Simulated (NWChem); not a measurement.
**One shape, several levels: BBr2Cl (dibromo(chloro)borane)**

We compute a comparison of 6 runs (HF/3-21G, HF/pcseg-1, HF/6-31G*, HF/def2-SVP, PBE0/STO-3G, B3LYP/6-31G*) of BBr2Cl (dibromo(chloro)borane). 

The calculation is run with NWChem 7.3.0.

### 1 The system as given

BBr2Cl has 4 atoms, charge 0, and is taken as a singlet. As SMILES, `ClB(Br)Br`. Geometry: relaxed at PBE0-D4/def2-TZVP.

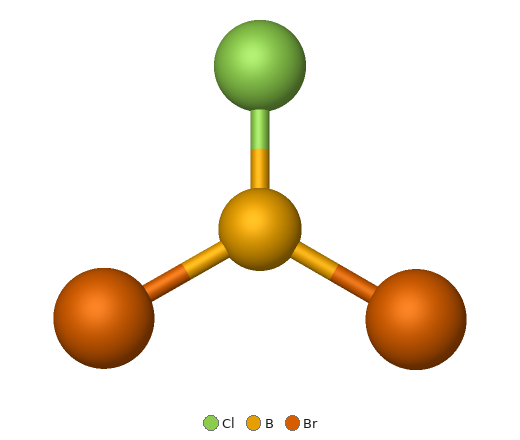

Viewed from a chosen angle; chlorine green, boron amber, bromine orange.

### 2 Energy and forces at HF/3-21G (run 1)

bbr2cl.nw

```
start bbr2cl
title "BBr2Cl gradient"
memory stack 880 mb heap 220 mb global 1100 mb

geometry units bohr noautosym nocenter noautoz
  Cl  -0.38418132  -3.10848609   1.19723599
  B   -0.00910848  -0.07377491   0.02840258
  Br   2.42544458   2.12354194   1.48466333
  Br  -2.03213589   1.05875686  -2.71033969
end

basis spherical bse
  Cl library 3-21G
  B library 3-21G
  Br library 3-21G
end

scf
  singlet
  rhf
  thresh 1e-08
  maxiter 80
  noprint "final vectors analysis"
end

task scf gradient
```

Launch:

```console
$ nwchem bbr2cl.nw > bbr2cl.out
```

The program printed:

```text
[...]
  functions       =    66
[...]
  wavefunction    = RHF
[...]
         Total SCF energy =  -5602.022164622185
      One-electron energy =  -8844.538228827965
      Two-electron energy =   2721.699326803890
 Nuclear repulsion energy =    520.816737401890
        Time for solution =      3.0s
[...]
                         RHF ENERGY GRADIENTS
    atom               coordinates                        gradient
                 x          y          z           x          y          z
   1 Cl     -0.384181  -3.108486   1.197236    0.002682   0.021698  -0.008357
   2 B      -0.009108  -0.073775   0.028403   -0.001135  -0.009190   0.003539
   3 Br      2.425445   2.123542   1.484663   -0.009280  -0.008286  -0.005596
   4 Br     -2.032136   1.058757  -2.710340    0.007733  -0.004222   0.010414
[...]
```

It took 4.8 s on 1 thread of Intel Xeon 6975P-C (Granite Rapids), shared host; peak memory 0.1 GiB.

### 3 Energy and forces at HF/pcseg-1 (run 2)

run.py

```python
from ase import Atoms
from ase.calculators.nwchem import NWChem

mol = Atoms(['Cl', 'B', 'Br', 'Br'], positions=[
    [-0.203300, -1.644940, 0.633550],
    [-0.004820, -0.039040, 0.015030],
    [1.283490, 1.123730, 0.785650],
    [-1.075360, 0.560270, -1.434250],
])

calc = NWChem(
    label='bbr2cl',
    theory='scf',
    memory='2200 mb',
    basis='pcseg-1',
    basispar='spherical bse',
    scf={'nopen': '0', 'rhf': None, 'thresh': '1e-08', 'maxiter': '80'},
)
mol.calc = calc

forces = mol.get_forces()
print(f"energy = {mol.get_potential_energy():.6f} eV")
print("forces (eV/A):")
for s, f in zip(mol.symbols, forces):
    print(f"{s:2s} {f[0]:10.5f} {f[1]:10.5f} {f[2]:10.5f}")
print("dipole (e A):", mol.get_dipole_moment().round(4))
```

Launch:

```console
$ export ASE_NWCHEM_COMMAND="nwchem PREFIX.nwi > PREFIX.nwo"
$ python run.py
```

The program printed:

```text
energy = -153157.079554 eV
forces (eV/A):
Cl   -0.03697   -0.29938    0.11529
B    -0.00391   -0.03111    0.01198
Br    0.25248    0.22070    0.15468
Br   -0.21155    0.10984   -0.28200
dipole (e A): [ 0.0037  0.0298 -0.0115]
```

The calculator wrote bbr2cl.nwi:

```
title "bbr2cl"

permanent_dir bbr2cl

scratch_dir bbr2cl

start bbr2cl

geometry units angstrom nocenter noautosym noautoz
  Cl -2.0330000000000001e-01 -1.6449400000000001e+00 6.3354999999999995e-01
  B  -4.8199999999999996e-03 -3.9039999999999998e-02 1.5030000000000000e-02
  Br 1.2834900000000000e+00 1.1237299999999999e+00 7.8564999999999996e-01
  Br -1.0753600000000001e+00 5.6027000000000005e-01 -1.4342500000000000e+00
end

memory 2200 mb

basis spherical bse noprint
   * library pcseg-1
end

scf
  nopen 0
  rhf
  thresh 1e-08
  maxiter 80
end

task scf gradient
```

bbr2cl.nwo:

```text
Northwest Computational Chemistry Package (NWChem) 7.3.0
             --------------------------------------------------------

           Job information
           ---------------

    nwchem branch   = 7.3.0
    use scalapack   = T
    input           = bbr2cl.nwi
    prefix          = bbr2cl.
    data base       = bbr2cl/bbr2cl.db
    status          = startup
    nproc           =        1

           Memory information
           ------------------

[... 5 lines left out ...]
    hardfail = no
[... 120 lines left out ...]
         Quadratically convergent ROHF
[... 14 lines left out ...]
       Final RHF  results
[... 4 lines left out ...]
      Two-electron energy =   2722.010818394077
[... 65 lines left out ...]
                       ROHF Final Molecular Orbital Analysis
[... 215 lines left out ...]
                 ----------------------------------------
                 |  Time  |  1-e(secs)   |  2-e(secs)   |
                 ----------------------------------------
                 |  CPU   |       0.00   |       5.08   |
                 ----------------------------------------
                 |  WALL  |       0.00   |       5.08   |
                 ----------------------------------------

 Task  times  cpu:       27.6s     wall:       27.6s
 Total times  cpu:       27.6s     wall:       27.6s
```

It took 29 s on 1 thread of Intel Xeon 6975P-C (Granite Rapids), shared host; peak memory 0.1 GiB.

Runs 3 to 4 aren't shown in full; the table further down has their settings and results.

### 4 Energy and gradient at PBE0/STO-3G (run 5)

run.py

```python
from ase import Atoms
from ase.calculators.nwchem import NWChem

molecule = Atoms(['Cl', 'B', 'Br', 'Br'], positions=[
    [-0.203300, -1.644940, 0.633550],
    [-0.004820, -0.039040, 0.015030],
    [1.283490, 1.123730, 0.785650],
    [-1.075360, 0.560270, -1.434250],
])

calc = NWChem(
    label='bbr2cl',
    theory='dft',
    memory='2200 mb',
    basis='STO-3G',
    basispar='spherical bse',
    dft={'xc': 'pbe0', 'mult': '1', 'grid': 'xfine', 'convergence': 'energy 1e-08', 'iterations': '100', 'mulliken': None},
)
molecule.calc = calc

forces = molecule.get_forces()
print("Total energy (eV):", round(molecule.get_potential_energy(), 6))
print("forces (eV/A):")
for s, f in zip(molecule.symbols, forces):
    print(f"{s:2s} {f[0]:10.5f} {f[1]:10.5f} {f[2]:10.5f}")
print("dipole (e A):", molecule.get_dipole_moment().round(4))
```

Launch:

```console
$ export ASE_NWCHEM_COMMAND="nwchem PREFIX.nwi > PREFIX.nwo"
$ python run.py
```

The program printed:

```text
Total energy (eV): -151602.004692
forces (eV/A):
Cl   -0.18188   -1.47149    0.56672
B     0.28277    2.28838   -0.88137
Br   -0.47190   -0.50908   -0.23932
Br    0.37096   -0.30776    0.55392
dipole (e A): [ 0.0193  0.1565 -0.0603]
```

The calculator wrote bbr2cl.nwi:

```
title "bbr2cl"

permanent_dir bbr2cl

scratch_dir bbr2cl

start bbr2cl

geometry units angstrom nocenter noautosym noautoz
  Cl -2.0330000000000001e-01 -1.6449400000000001e+00 6.3354999999999995e-01
  B  -4.8199999999999996e-03 -3.9039999999999998e-02 1.5030000000000000e-02
  Br 1.2834900000000000e+00 1.1237299999999999e+00 7.8564999999999996e-01
  Br -1.0753600000000001e+00 5.6027000000000005e-01 -1.4342500000000000e+00
end

memory 2200 mb

basis spherical bse noprint
   * library STO-3G
end

dft
  xc pbe0
  mult 1
  grid xfine
  convergence energy 1e-08
  iterations 100
  mulliken
end

task dft gradient
```

bbr2cl.nwo:

```text
Northwest Computational Chemistry Package (NWChem) 7.3.0
             --------------------------------------------------------

           Job information
           ---------------

    nwchem branch   = 7.3.0
    use scalapack   = T
    input           = bbr2cl.nwi
    prefix          = bbr2cl.
    data base       = bbr2cl/bbr2cl.db
    status          = startup
    nproc           =        1

           Memory information
           ------------------

[... 5 lines left out ...]
    hardfail = no
[... 91 lines left out ...]
  convergence criterion.
[... 41 lines left out ...]
          Spatial weights used:  Erf1
[... 32 lines left out ...]
 1-e energy   =   -8827.903347
[... 47 lines left out ...]
           Coulomb energy =     2946.981750729520
[... 445 lines left out ...]
          Convergence on density requested:  1.00D-05
[... 27 lines left out ...]
          total energy or number of iterations.
[... 35 lines left out ...]
                 ----------------------------------------
                 |  Time  |  1-e(secs)   |  2-e(secs)   |
                 ----------------------------------------
                 |  CPU   |       0.00   |       0.85   |
                 ----------------------------------------
                 |  WALL  |       0.00   |       0.85   |
                 ----------------------------------------

 Task  times  cpu:        4.6s     wall:        4.6s
 Total times  cpu:        4.6s     wall:        4.6s
```

Run time: 5.4 s. Hardware: 1 thread of Intel Xeon 6975P-C (Granite Rapids), shared host; peak memory 0.13 GiB.

### 5 Energy and forces at B3LYP/6-31G(d) (spherical functions) (run 6)

Changes to run.py since step 4:

```diff
@@ -11,8 +11,8 @@
 calc = NWChem(
-    label='bbr2cl',
+    label='mol',
     theory='dft',
     memory='2200 mb',
-    basis='STO-3G',
+    basis='6-31G*',
     basispar='spherical bse',
-    dft={'xc': 'pbe0', 'mult': '1', 'grid': 'xfine', 'convergence': 'energy 1e-08', 'iterations': '100', 'mulliken': None},
+    dft={'xc': 'b3lyp', 'mult': '1', 'grid': 'fine', 'convergence': 'energy 1e-08', 'iterations': '100', 'mulliken': None},
 )
@@ -21,3 +21,3 @@
 forces = molecule.get_forces()
-print("Total energy (eV):", round(molecule.get_potential_energy(), 6))
+print(f"energy = {molecule.get_potential_energy():.6f} eV")
 print("forces (eV/A):")
```

Launch:

```console
$ export ASE_NWCHEM_COMMAND="nwchem PREFIX.nwi > PREFIX.nwo"
$ python run.py
```

The program printed:

```text
energy = -153279.002845 eV
forces (eV/A):
Cl   -0.05245   -0.42439    0.16347
B    -0.00036   -0.00242    0.00093
Br    0.30910    0.28097    0.18383
Br   -0.25629    0.14588   -0.34823
dipole (e A): [ 0.0007  0.0053 -0.0021]
```

The calculator wrote mol.nwi:

```
title "mol"

permanent_dir mol

scratch_dir mol

start mol

geometry units angstrom nocenter noautosym noautoz
  Cl -2.0330000000000001e-01 -1.6449400000000001e+00 6.3354999999999995e-01
  B  -4.8199999999999996e-03 -3.9039999999999998e-02 1.5030000000000000e-02
  Br 1.2834900000000000e+00 1.1237299999999999e+00 7.8564999999999996e-01
  Br -1.0753600000000001e+00 5.6027000000000005e-01 -1.4342500000000000e+00
end

memory 2200 mb

basis spherical bse noprint
   * library 6-31G*
end

dft
  xc b3lyp
  mult 1
  grid fine
  convergence energy 1e-08
  iterations 100
  mulliken
end

task dft gradient
```

mol.nwo:

```text
Northwest Computational Chemistry Package (NWChem) 7.3.0
             --------------------------------------------------------

           Job information
           ---------------

    nwchem branch   = 7.3.0
    use scalapack   = T
    input           = mol.nwi
    prefix          = mol.
    data base       = mol/mol.db
    status          = startup
    nproc           =        1

           Memory information
           ------------------

[... 5 lines left out ...]
    hardfail = no
[... 91 lines left out ...]
  convergence criterion.
[... 42 lines left out ...]
          Spatial weights used:  Erf1
[... 32 lines left out ...]
 1-e energy   =   -8869.955951
[... 40 lines left out ...]
           Coulomb energy =     2931.735324813895
[... 748 lines left out ...]
          Convergence on density requested:  1.00D-05
[... 28 lines left out ...]
          total energy or number of iterations.
[... 35 lines left out ...]
                 ----------------------------------------
                 |  Time  |  1-e(secs)   |  2-e(secs)   |
                 ----------------------------------------
                 |  CPU   |       0.01   |       7.26   |
                 ----------------------------------------
                 |  WALL  |       0.01   |       7.26   |
                 ----------------------------------------

 Task  times  cpu:       23.0s     wall:       23.0s
 Total times  cpu:       23.0s     wall:       23.0s
```

Run time: 24 s. Hardware: 1 thread of Intel Xeon 6975P-C (Granite Rapids), shared host; peak memory 0.12 GiB.

### 6 All runs side by side

| run | level | iteration cap | module | energy (Eh) | dipole moment (D) | largest force (eV/Å) | wall time |
| --- | --- | --- | --- | --- | --- | --- | --- |
| 1 | HF/3-21G | 80 | scf | -5602.022165 | 0.58 | 1.204 | 4.8 s |
| 2 | HF/pcseg-1 | 80 | scf | -5628.418906 | 0.15 | 0.369 | 29 s |
| 3 | HF/6-31G* (spherical functions) | 80 | scf | -5628.477424 | 0.06 | 0.339 | 34 s |
| 4 | HF/def2-SVP | 80 | scf | -5628.335170 | 0.10 | 0.402 | 17 s |
| 5 | PBE0/STO-3G | 100 | dft | -5571.270958 | 0.81 | 2.468 | 5.4 s |
| 6 | B3LYP/6-31G* (spherical functions) | 100 | dft | -5632.899504 | 0.03 | 0.458 | 24 s |

### 7 Summary of results

| quantity | value |
| --- | --- |
| run 6: total energy | -5632.89950 Eh |
| run 6: dipole moment | 0.03 D |
| run 6: HOMO energy | -8.12 eV |
| run 6: LUMO energy | -2.05 eV |
| run 6: HOMO–LUMO gap | 6.07 eV |
| run 6: largest force on an atom | 0.458 eV/Å |

**Reading.** The dipole moment (its size) runs from 0.03 D (B3LYP/6-31G*) to 0.81 D (PBE0/STO-3G). The two ends differ in method and basis. Over runs 2, 3, 4, 5, 6 the HOMO–LUMO gap runs from 6.07 eV (B3LYP/6-31G*) to 13.24 eV (HF/def2-SVP). Totals of different functionals can't be ranked against each other. In run 5 the basis is minimal, so the values are rough. All runs together took 1.9 min, the longest 34 s.
